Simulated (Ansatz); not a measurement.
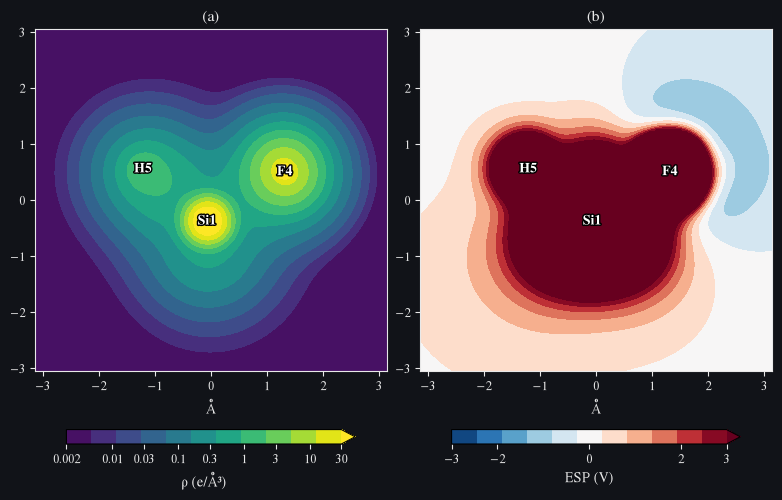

Figure 1: FH₃Si. (a) total electron density; (b) electrostatic potential on the plane of atoms F4, Si1 and H5.

These are results of RKS B3LYP-D4/def2-SVP (Ansatz 0.2.0), not measurements.

Input file:

```
crystal:
  periodic: [false, false, false]
  atoms:
    - { symbol: Si, position_ang: [0.0, 0.0, 0.0] }
    - { symbol: H, position_ang: [0.0, 0.0, 1.46] }
    - { symbol: H, position_ang: [1.3768, 0.0, -0.4862] }
    - { symbol: F, position_ang: [-0.7489, 1.2974, -0.5295] }
    - { symbol: H, position_ang: [-0.6877, -1.1914, -0.4862] }
basis:
  gaussian: { orbitals: def2-SVP }
hamiltonian:
  xc: b3lyp
  dispersion: d4
relax:
  f_tol: 0.02
  max_steps: 40
output:
  orbitals: {}
```

Launched as:

```sh
ansatz run input.yaml --threads 1 --pin off --max-ram 2048MiB --backend cpu --events-out ev --progress --plain --runs-dir out
```

The fields are those of the run's last geometry, not of the input's.

**Describe what can be read from this map.**

- The plane passes through Si, F and H nuclei.
- Si–F (1.63 Å): the density is about 1 e/Å³ at the midpoint.
- Si–H (1.49 Å): ρ at the midpoint is about 0.78 e/Å³.
- Outside the dense part of the molecule the potential is most negative (−1.1 V) near F4.
